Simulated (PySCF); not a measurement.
# Br$_{6}$Ta (charge −1): what the fields show

```xyz
7

Ta    0.0000    0.0000    0.0000
Br    0.0000    0.0000    2.5609
Br    0.0000    0.0000   -2.5609
Br    2.5609    0.0000    0.0000
Br    0.0000    2.5609    0.0000
Br   -2.5609    0.0000    0.0000
Br    0.0000   -2.5609    0.0000
```

Core potentials replace the inner electrons of Ta.

All numbers below come from RKS BP86, Ta def2-SVP with ECP60, Br def2-SVP; non-relativistic Hamiltonian with scalar-relativistic core potentials where named; density fitting in PySCF.

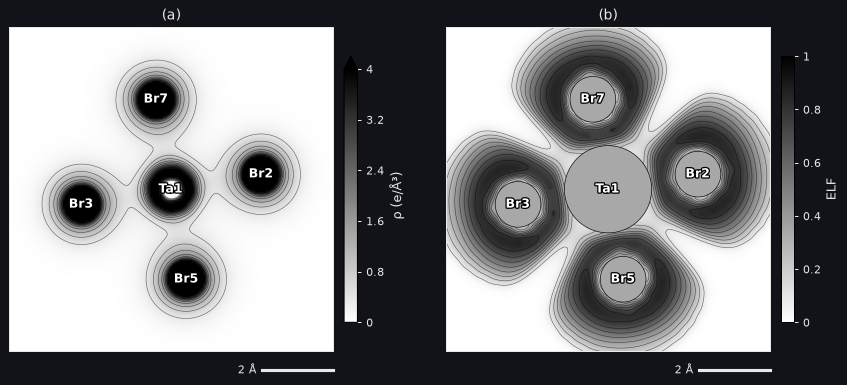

Figure 1. (a) electron density; (b) ELF on the plane of atoms Br2, Ta1 and Br7. Grey discs cover the atomic cores in the ELF map.

**What do the fields say about this system?**

Atoms in the plane: Ta and Br. Ta–Br (2.56 Å): ρ at the midpoint is about 0.48 e/Å³; the ELF peaks at about 0.80 in the valence shell of Br, 1.0 Å from its nucleus, and is about 0.45 at the midpoint.

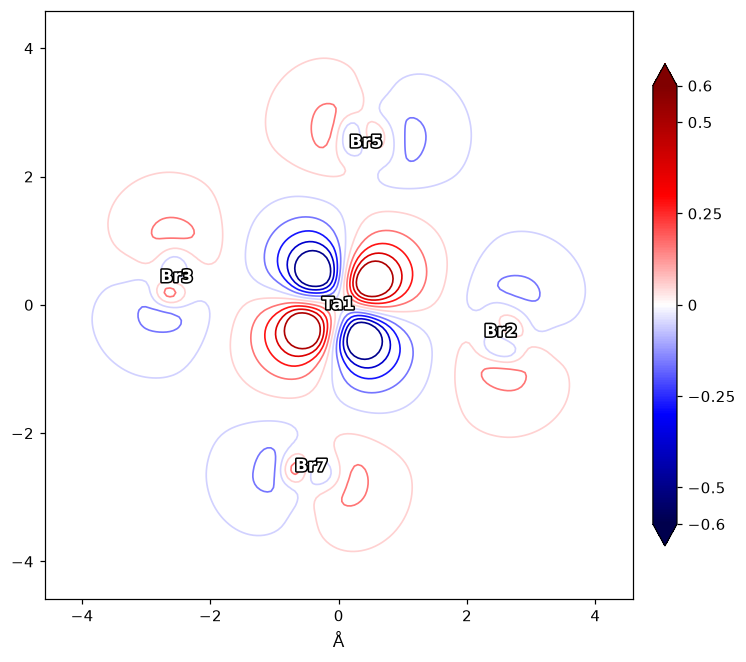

Figure 2. The LUMO on the plane of atoms Br2, Ta1 and Br5 (values in Å⁻³ᐟ²; the overall sign is arbitrary).

**Where does this orbital lie, and at what energy?**

It lies mainly on Ta1 (about 65 %), Br2 (about 5 %), Br3 (about 5 %), Br5 (about 5 %) and Br7 (about 5 %); it is gerade (even under inversion). It is one of a degenerate set, so its orientation is arbitrary. Its energy is −0.46 eV.
